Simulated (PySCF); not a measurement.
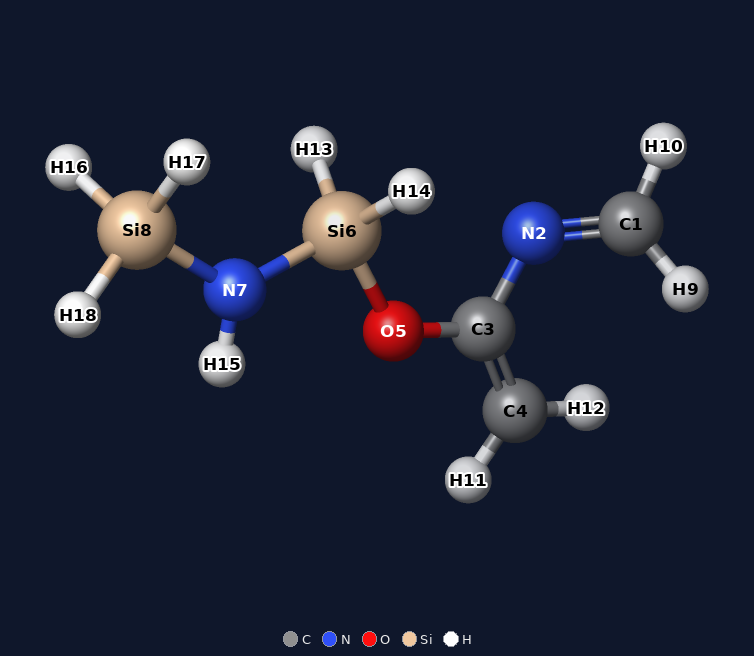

Computed geometry: GFN2-xTB optimisation. No frequency run is at hand to confirm it as a minimum. Electric field gradients from the ground-state density, PBE0/pcSseg-1 (PySCF 2.14.0), non-relativistic apart from any core potentials.

Give the largest field-gradient component, the quadrupole coupling constant and the asymmetry for 14N at N2 (Q = 20.44 mb), 17O at O5 (Q = −25.6 mb), 14N at N7 (Q = 20.44 mb), 2H at H9 (Q = 2.86 mb), 2H at H10 (Q = 2.86 mb).

| atom | V_zz (a.u.) | e²qQ/h (MHz) | η |
| --- | --- | --- | --- |
| N2 | −1.060 | −5.09 | 0.39 |
| O5 | 1.561 | −9.39 | 0.21 |
| N7 | −0.779 | −3.74 | 0.47 |
| H9 | 0.297 | 0.199 | 0.03 |
| H10 | 0.321 | 0.216 | 0.03 |

The geometry is semi-empirical. Around Si such bond lengths and angles can be off by a tenth of an ångström or more and by several degrees, and values that hang on the shape move with them.
